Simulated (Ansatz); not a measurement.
# What Mg3SiO (built on the sites of a database entry of Ca3SnO) distorts into, part 2 of 2

Which phase does Mg3SiO (built on the sites of a database entry of Ca3SnO) fall into along its unstable mode, and how much energy does it gain?

Ansatz 0.2.0; DFT PBE, scalar-relativistic, plane waves, norm-conserving pseudopotentials.

So far, highest frequency on the path or at a solved wavevector (cm⁻¹): step 2 (response at finite wavevector) 471. Also lowest frequency on the path (cm⁻¹): step 2 -58.9.

The structure was built from a prototype and need not be the compound's stable phase.

### Step 4. The mode frozen in, largest atomic shift 0.22 Å

The atoms are moved along the unstable eigenvector, the largest shift by 0.22 Å, with the cell fixed.

Input file input.yaml:

```yaml
crystal:
  lattice:
    - [4.2216622333, 4.2216622333, 0.0]
    - [4.2216622333, 0.0, 4.2216622333]
    - [4.2216622333, 0.0, -4.2216622333]
  atoms:
    - { symbol: Mg, position: [0.5, -0.0260560874, 0.5260560874] }
    - { symbol: Mg, position: [0.5, 0.5260560874, -0.0260560874] }
    - { symbol: Mg, position: [0.0, 0.5, 0.0] }
    - { symbol: Mg, position: [0.0, 0.0, 0.5] }
    - { symbol: Mg, position: [0.5, 0.4739439126, 0.4739439126] }
    - { symbol: Mg, position: [0.5, 0.0260560874, 0.0260560874] }
    - { symbol: Si, position: [0.0, 0.5, 0.5] }
    - { symbol: Si, position: [0.0, 0.0, 0.0] }
    - { symbol: O, position: [0.5, 0.25, 0.75] }
    - { symbol: O, position: [0.5, 0.75, 0.25] }
kpoints:
  mp_grid: { grid: [8, 8, 8] }
hamiltonian:
  xc: pbe
  pseudopotentials: { kind: nc }
scf:
  occupations: { method: methfessel_paxton, width: 0.2 }
output:
  forces: true
  stress: true
  eigenvalues: true
```

Launch:

```bash
> ansatz run input.yaml --threads 8 --pin off --max-ram 14336MiB --backend cpu --events-out ev --progress --plain --runs-dir out
```

Numbers of over 12 decimals in the logs are rounded to 6 here.

The log of the run:

```text
[...]
Crystal: 10 atoms, lattice volume = 150.481 Å³
Basis set: ecut = 1240 eV, 15009 PW (Γ), exchange–correlation on 144×144×144 points (8 copies of the dense FFT grid, shifted against one another)
Bands: 50, of which v1, the nominal top of the filled ones, is band 40 counted from 1 (39 counted from 0)
Symmetry: 16 space group operations
[...]
k-points: 59 of 512
[...]
k-point 0: bands = [... 36 lower, 5.1279, 7.9895, 8.0501, 8.0501, 9.1007, 9.1260, 10.1643, 10.2232, ... 6 higher]
  k-point 1: bands = [... 36 lower, 5.4139, 7.5548, 7.6630, 7.6974, 9.6185, 9.6434, 9.9632, 10.2740, ... 6 higher]
  k-point 2: bands = [... 36 lower, 5.9506, 6.7779, 7.1392, 7.1797, 9.6711, 10.4370, 10.4538, 10.6107, ... 6 higher]
  k-point 58: bands = [... 36 lower, 5.9494, 7.8502, 7.8502, 8.1298, 8.6329, 10.2863, 10.8153, 11.4817, ... 6 higher]
[key lines of the parts left out:]
SCF converged after 9 iterations
Free energy (F): -10861.277235 eV
Fermi energy:    8.436489 eV
P = ⅓ Tr σ = 0.2529 GPa (2.529 kbar)
```

The job ended after 7.3 s (8 threads of AMD EPYC 9R14 (Zen 4), shared host; peak memory 2.4 GiB; 55 s of CPU time).

Numbers from this step:

| Property | Result |
| --- | --- |
| pressure | 0.2529 GPa |
| energy from the undistorted cell | -1.499 meV/atom |

The energy, extrapolated to zero smearing, is -1.50 meV/atom against the undistorted cell.

The run ends at a pressure of 0.25 GPa, with forces up to 0.015 eV/Å.

### Step 5. Energy along the mode, all amplitudes (two of the runs are shown above)

An imaginary frequency means negative curvature, so the energy should fall and then rise again as anharmonic terms take over.

Numbers from this step:

```
depth at the lowest point sampled  : 1.499 meV/atom
largest atomic shift at that point : 0.22 Å
```

Energy from the parent against largest atomic shift:

| largest atomic shift (Å) | energy from the parent (meV/atom) |
| --- | --- |
| 0.000 | 0 |
| 0.040 | -0.077 |
| 0.080 | -0.295 |
| 0.140 | -0.812 |
| 0.220 | -1.50 |
| 0.320 | -1.12 |
| 0.450 | 5.69 |

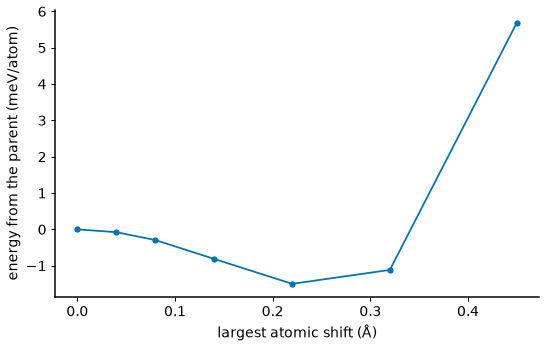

Energy from the parent against largest atomic shift.

Displacement at unit largest shift by atom:

| atom | x (Å) | y (Å) | z (Å) | size |
| --- | --- | --- | --- | --- |
| Mg1 | 0.00 | 0.00 | -1.00 | 1.00 |
| Mg2 | 0.00 | 0.00 | 1.00 | 1.00 |
| Mg3 | 0.00 | 0.00 | 0.00 | 0.00 |
| Mg4 | 0.00 | 0.00 | 0.00 | 0.00 |
| Mg5 | -1.00 | 0.00 | 0.00 | 1.00 |
| Mg6 | 1.00 | 0.00 | 0.00 | 1.00 |
| Si7 | 0.00 | 0.00 | 0.00 | 0.00 |
| Si8 | 0.00 | 0.00 | 0.00 | 0.00 |
| O9 | 0.00 | 0.00 | 0.00 | 0.00 |
| O10 | 0.00 | 0.00 | 0.00 | 0.00 |

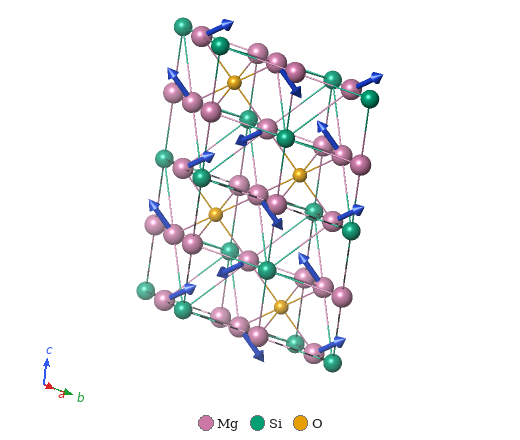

Displacement at unit largest shift as arrows, the longest 1 Å. 1×1×2 cells are drawn. Some periodic images of atoms are drawn too.

The lowest of the steps tried is at 0.22 Å, 1.50 meV/atom below the parent; the bottom of the well need not coincide with a step.

### Step 6. Relaxing from the distorted cell

Starting from the lowest point found, all atoms and the cell are let go, so that strain and other modes of the same symmetry can join in.

input.yaml: that of step 4 with these lines changed.

```diff
@@ -27 +27,6 @@
   eigenvalues: true
+relax:
+  adjacent_minimum: "off"
+  f_tol: 0.002
+  max_steps: 120
+  cell: { stress_tol: 0.03 }
```

The log of the run:

```text
[...]
Crystal: 10 atoms, lattice volume = 150.481 Å³
Basis set: ecut = 1240 eV, 15009 PW (Γ), exchange–correlation on 144×144×144 points (8 copies of the dense FFT grid, shifted against one another)
Bands: 50, of which v1, the nominal top of the filled ones, is band 40 counted from 1 (39 counted from 0)
Symmetry: 16 space group operations
[...]
k-points: 59 of 512
[...]
SCF iter   1: F=—  HF=-10865.027196 eV  |F-HF|=—  |Δ(HF+E_count)|=         —  Δρ=9.59e-2  dr2=1.66e1  ethr=3.10e-3  ⟨swp⟩=8.5  Hψ=12963  notcnv=0
[...]
SCF iter   9: F=-10861.277235 eV  HF=-10861.277235 eV  |F-HF|=2.45e-9  |Δ(HF+E_count)|=   3.77e-8  S|Δr|=    0.00e0  Δρ=4.11e-6  dr2=1.64e-8  ethr=1.25e-10  ⟨swp⟩=14.5  Hψ=14994  notcnv=0
SCF 1 converged in 9 iterations: F = -10861.277235 eV  dr2 = 1.64e-8
relax step   1: F+E_penalty+E_count = -10861.27723512 eV  Δ(F+E_penalty+E_count) = +0.000e0 eV  max|allowed force component| = 1.456e-2 eV/Å  Δτ_max = 0.0000 Å  P = +0.253 GPa  Ω = 150.481 Å³  (9 SCF iters, dr2 threshold 1.00e-7 eV, accepted)
Crystal: 10 atoms, lattice volume = 150.772 Å³
Basis set: ecut = 1240 eV, 15033 PW (Γ), exchange–correlation on 144×144×144 points (8 copies of the dense FFT grid, shifted against one another)
[...]
SCF iter   5: F=-10861.278849 eV  HF=-10861.278849 eV  |F-HF|=1.05e-7  |Δ(HF+E_count)|=   3.52e-7  S|Δr|=    0.00e0  Δρ=1.11e-5  dr2=1.62e-7  ethr=1.25e-9  ⟨swp⟩=4.7  Hψ=8927  notcnv=0
SCF 2 converged in 5 iterations: F = -10861.278849 eV  dr2 = 1.62e-7
relax step   2: F+E_penalty+E_count = -10861.27884862 eV  Δ(F+E_penalty+E_count) = -1.613e-3 eV  max|allowed force component| = 1.703e-2 eV/Å  Δτ_max = 0.0048 Å  P = +0.100 GPa  Ω = 150.772 Å³  energy of the carried Pulay correction = -5.102e-5 eV  (5 SCF iters, dr2 threshold 1.00e-6 eV, accepted)
Crystal: 10 atoms, lattice volume = 151.043 Å³
Basis set: ecut = 1240 eV, 14985 PW (Γ), exchange–correlation on 144×144×144 points (8 copies of the dense FFT grid, shifted against one another)
[...]
SCF iter   6: F=-10861.280891 eV  HF=-10861.280891 eV  |F-HF|=5.50e-8  |Δ(HF+E_count)|=   3.86e-7  S|Δr|=    0.00e0  Δρ=8.02e-6  dr2=7.18e-8  ethr=5.05e-10  ⟨swp⟩=7.3  Hψ=12524  notcnv=0
SCF 3 converged in 6 iterations: F = -10861.280891 eV  dr2 = 7.18e-8
relax step   3: F+E_penalty+E_count = -10861.28089126 eV  Δ(F+E_penalty+E_count) = -2.043e-3 eV  max|allowed force component| = 1.771e-2 eV/Å  Δτ_max = 0.0208 Å  P = -0.007 GPa  Ω = 151.043 Å³  energy of the carried Pulay correction = -9.837e-5 eV  (6 SCF iters, dr2 threshold 4.04e-7 eV, accepted)
[...]
relax step   4: F+E_penalty+E_count = -10861.28228803 eV  Δ(F+E_penalty+E_count) = -1.397e-3 eV  max|allowed force component| = 8.250e-4 eV/Å  Δτ_max = 0.0357 Å  P = +0.059 GPa  Ω = 151.094 Å³  energy of the carried Pulay correction = -1.072e-4 eV  (6 SCF iters, dr2 threshold 3.92e-8 eV, accepted)
[...]
relax step   5: F+E_penalty+E_count = -10861.28229885 eV  Δ(F+E_penalty+E_count) = -1.082e-5 eV  max|allowed force component| = 1.842e-4 eV/Å  Δτ_max = 0.0028 Å  P = +0.000 GPa  Ω = 151.219 Å³  energy of the carried Pulay correction = -1.290e-4 eV  (5 SCF iters, dr2 threshold 1.57e-8 eV, accepted)
[...]
SCF iter   6: F=-10861.282448 eV  HF=-10861.282448 eV  |F-HF|=3.64e-12  |Δ(HF+E_count)|=  3.09e-11  S|Δr|=    0.00e0  Δρ=2.02e-7  dr2=8.60e-12  ethr=1.00e-12  ⟨swp⟩=7.3  Hψ=11182  notcnv=0
SCF 6 converged in 6 iterations: F = -10861.282448 eV  dr2 = 8.60e-12
relax step   6: F+E_penalty+E_count = -10861.28244786 eV  Δ(F+E_penalty+E_count) = -1.490e-4 eV  max|allowed force component| = 1.663e-4 eV/Å  Δτ_max = 0.0000 Å  P = +0.002 GPa  Ω = 151.219 Å³  stress off target by 5.24e-3 GPa  SCF on the basis re-selected at this cell (its energy is not comparable with the rows above)  (6 SCF iters)
basis re-selected at this cell: Δ(F+E_penalty+E_count) = -1.490e-4 eV, ΔP = +0.002 GPa vs the last step (what re-selecting the basis moved, of the pressure what is left beyond the Pulay correction that the steps carried, after the strain that the cell walked since its last selection, with what the two solves' SCF thresholds leave and, on support functions, any second-order correction that the steps lacked; it is no m [...]
SCF converged after 6 iterations
[...]
Free energy (F): -10861.282448 eV
[...]
Internal energy: -10861.283874 eV  (E = F + TS)
E sigma→0 (E₀):  -10861.282804 eV
Entropy (-TS):   0.001426 eV (0.143 meV/atom)
Fermi energy:    8.373662 eV
[...]
--- Forces (eV/Å), atoms counted from 1 ---
  atom   1  Mg     0.00000000    -0.00000000    -0.00016625
  atom   2  Mg     0.00000000     0.00000000     0.00016625
  atom   3  Mg    -0.00000000     0.00000000     0.00000000
  atom   4  Mg     0.00000000     0.00000000    -0.00000000
  atom   5  Mg    -0.00016625     0.00000000     0.00000000
  atom   6  Mg     0.00016625     0.00000000     0.00000000
  atom   7  Si     0.00000000     0.00000000     0.00000000
  atom   8  Si     0.00000000     0.00000000     0.00000000
  atom   9  O     -0.00000000    -0.00000000     0.00000000
  atom  10  O     -0.00000000    -0.00000000    -0.00000000
  max |Σ_I F_I| component: 2.17e-27 eV/Å
--- Stress (GPa, compression-positive) ---
        0.000883       0.000000       0.000000
        0.000000       0.005243       0.000000
        0.000000       0.000000       0.000883
  P = ⅓ Tr σ = 0.0023 GPa (0.023 kbar)
--- Band table (eV; the first three rows and the last of 59) ---
  k-point 0: bands = [... 36 lower, 5.0930, 7.8375, 8.0183, 8.0183, 8.9615, 9.1185, 10.0574, 10.1689, ... 6 higher]
  k-point 1: bands = [... 36 lower, 5.3692, 7.4363, 7.6019, 7.6687, 9.4723, 9.6304, 9.9092, 10.2163, ... 6 higher]
  k-point 2: bands = [... 36 lower, 5.9002, 6.6940, 7.0566, 7.1510, 9.6137, 10.3689, 10.3964, 10.4510, ... 6 higher]
  k-point 58: bands = [... 36 lower, 5.9189, 7.8153, 7.8153, 8.0884, 8.4627, 10.2927, 10.5942, 11.3813, ... 6 higher]
--- Relaxed structure (5 steps of the walk, 5 accepted, 1 SCFs on fresh bases) ---
  F+E_penalty+E_count = -10861.28244786 eV   max|allowed force component| = 1.663e-4 eV/Å   (the final SCF, on the basis selected at the relaxed cell)
  cell:  # Å, volume = 151.2192 Å³
    - [4.214420, 4.256976, 0.0]
    - [4.214420, 0.0, 4.214420]
    - [4.214420, 0.0, -4.214420]
  atoms:
    - { symbol: Mg, position: [0.5, -0.033643, 0.533643] }
    - { symbol: Mg, position: [0.5, 0.533643, -0.033643] }
    - { symbol: Mg, position: [0, 0.5, 0.0] }
    - { symbol: Mg, position: [0, 0.0, 0.5] }
    - { symbol: Mg, position: [0.5, 0.466357, 0.466357] }
    - { symbol: Mg, position: [0.5, 0.033643, 0.033643] }
    - { symbol: Si, position: [0, 0.5, 0.5] }
    - { symbol: Si, position: [0, 0, 0] }
    - { symbol: O, position: [0.5, 0.250000, 0.750000] }
    - { symbol: O, position: [0.5, 0.750000, 0.250000] }
```

Elapsed: 45 s, on 8 threads; peak memory 2.5 GiB; 5.7 min of CPU time.

Relaxation path:

| step | energy less that of the first step (eV) | largest force component (eV/Å) | pressure (GPa) | volume (Å³) |
| --- | --- | --- | --- | --- |
| 1 | 0.0000 | 0.0146 | 0.25 | 150.48 |
| 2 | -0.0016 | 0.0170 | 0.10 | 150.77 |
| 3 | -0.0037 | 0.0177 | -0.01 | 151.04 |
| 4 | -0.0051 | 0.0008 | 0.06 | 151.09 |
| 5 | -0.0051 | 0.0002 | 0.00 | 151.22 |
| 6* | -0.0052 | 0.0002 | 0.00 | 151.22 |

Relaxation steps marked * repeat the geometry before them on a plane-wave basis chosen anew for their cell, so energy and pressure can jump there.

Forces are held to the 16 operations that the run works with; a distortion that breaks them can't arise in this run.

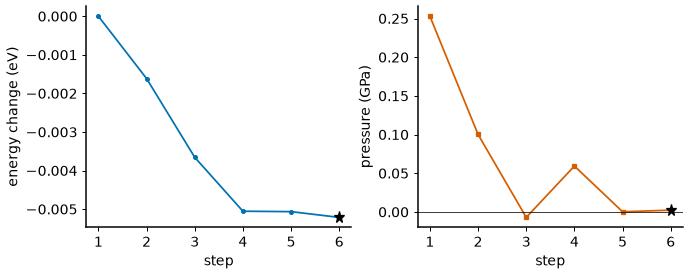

Energy and pressure along the relaxation. Stars mark steps on a basis chosen anew.

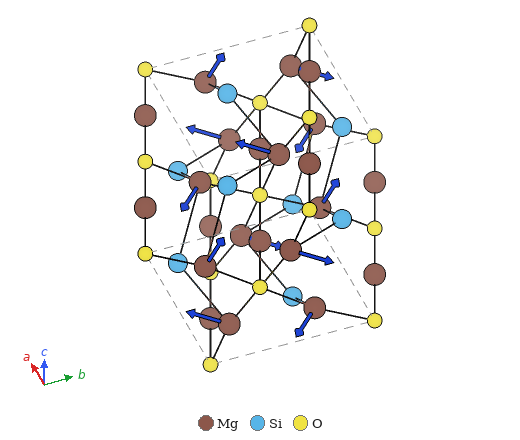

Displacements in the relaxation, exaggerated, measured against the changing cell; the longest in the cell stands for 0.06 Å. Some periodic images of atoms are drawn too.

| conventional cell, symmetrised | before | after | change |
| --- | --- | --- | --- |
| a (Å) | 5.970 | 5.960 | -0.2 % |
| b (Å) | 5.970 | 5.960 | -0.2 % |
| c (Å) | 8.443 | 8.514 | +0.8 % |
| volume (Å³/atom) | 15.05 | 15.12 | +0.5 % |

The atoms that moved most (Å, as changes of fractional coordinates times the final cell):

| atom | dx | dy | dz | length |
| --- | --- | --- | --- | --- |
| Mg1 | 0.000 | 0.000 | -0.064 | 0.064 |
| Mg6 | 0.064 | 0.000 | 0.000 | 0.064 |
| Mg2 | 0.000 | 0.000 | 0.064 | 0.064 |
| Mg5 | -0.064 | 0.000 | 0.000 | 0.064 |

The relaxed structure:

```cif
data_structure
_symmetry_space_group_name_H-M 'P 1'
_symmetry_Int_Tables_number 1
_cell_length_a 5.9903
_cell_length_b 5.9601
_cell_length_c 5.9601
_cell_angle_alpha 90.000
_cell_angle_beta 60.166
_cell_angle_gamma 60.166
_cell_volume 151.22
loop_
_atom_site_label
_atom_site_type_symbol
_atom_site_fract_x
_atom_site_fract_y
_atom_site_fract_z
_atom_site_occupancy
Mg1 Mg 0.50000 0.96636 0.53364 1
Mg2 Mg 0.50000 0.53364 0.96636 1
Mg3 Mg 0.00000 0.50000 0.00000 1
Mg4 Mg 0.00000 0.00000 0.50000 1
Mg5 Mg 0.50000 0.46636 0.46636 1
Mg6 Mg 0.50000 0.03364 0.03364 1
Si7 Si 0.00000 0.50000 0.50000 1
Si8 Si 0.00000 0.00000 0.00000 1
O9 O 0.50000 0.25000 0.75000 1
O10 O 0.50000 0.75000 0.25000 1
```

This step gave:

```
pressure        : 0.002337 GPa
volume per atom : 15.12 Å³
```

The distorted start has space group I4/mcm; the relaxation ends in I4/mcm.

### Step 7. Outcome

```json
{
 "unstable mode of the parent": "q = (-0.5, -0.5, -0.5), 52i cm⁻¹",
 "depth at the lowest point sampled": "1.50 meV/atom",
 "largest atomic shift at that point": "0.22 Å",
 "space group reached (within 0.01 Å)": "I4/mcm",
 "energy gained over the parent (first relaxation, on the mesh of the frozen mode)": "2.04 meV/atom",
 "volume per atom, phase reached": "15.1 Å³"
}
```

What this shows: Along this mode the structure falls into I4/mcm, 2.04 meV/atom below the parent. At the parent's cell the well is 1.499 meV/atom deep on the steps tried, with its lowest point at a shift of 0.22 Å. Relaxing atoms and cell changes the gain by +0.54 meV/atom against the lowest step (energies at zero smearing). The modes of the phase reached were not computed on this path. Of the 4 patterns followed to their end from this parent, this one ends 0.632 meV/atom above the lowest, P4/mbm. Another end point lies within 1 meV/atom; how such a difference moves with mesh and cutoff was not tested. Each path keeps the symmetry of its pattern, so a lower phase may lie along a pattern not tried. With no gap, or one that is small against the smearing, the frequencies hang on the k mesh and the smearing, most of all near Kohn anomalies. The starting cell was built on a prototype and not taken from a measurement, so the phase need not exist.

[Logs are printed without paths, hosts, clocks, repeated set-up lines and the standing remarks that a program may print on its own settings, such as how far it seeks lower states.]

[Hosts, paths, dates, database ids (printed as entryN), source tags and the programs' standing remarks are cut or masked in the printed files.]
